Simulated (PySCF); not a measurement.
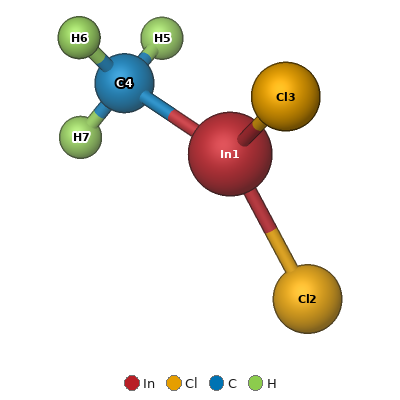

Geometry used (CH₃Cl₂In (InCl2Me), SMILES [CH3][In]([Cl])[Cl], singlet).

Kohn-Sham orbital energies near the frontier, ωB97X-D/def2-SVPD, PySCF, at a PBE0-D3(BJ)/def2-SVP geometry (no frequency check), isolated molecule; empty levels in grey, levels within 0.03 eV side by side.

Question: Where do the frontier orbitals lie?

Answer: HOMO at −10.49 eV, LUMO at −0.31 eV, 10.17 eV apart.

Question: List the levels with the atoms that carry most of them (a dash for levels above zero or within 0.03 eV of another, where shares mean little).

Answer:
```csv
orbital,energy (eV),Löwdin shares
LUMO+1,−0.02,"In1 61 %, Cl3 12 %, Cl2 12 %"
LUMO,−0.31,"In1 46 %, Cl2 16 %, Cl3 16 %"
HOMO,−10.49,"Cl3 31 %, Cl2 30 %, C4 19 %"
HOMO−1,−10.66,"Cl2 49 %, Cl3 48 %"
HOMO−2,−10.83,"Cl3 48 %, Cl2 47 %, In1 5 %"
```

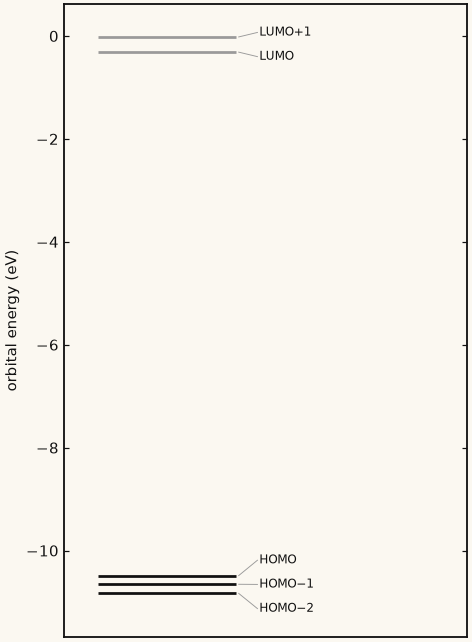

Note: effective core potentials, which hold scalar relativity, on atoms heavier than Kr; spin-orbit coupling is left out, and with In it can shift these levels and split any degenerate set; empty levels above zero depend strongly on the basis.
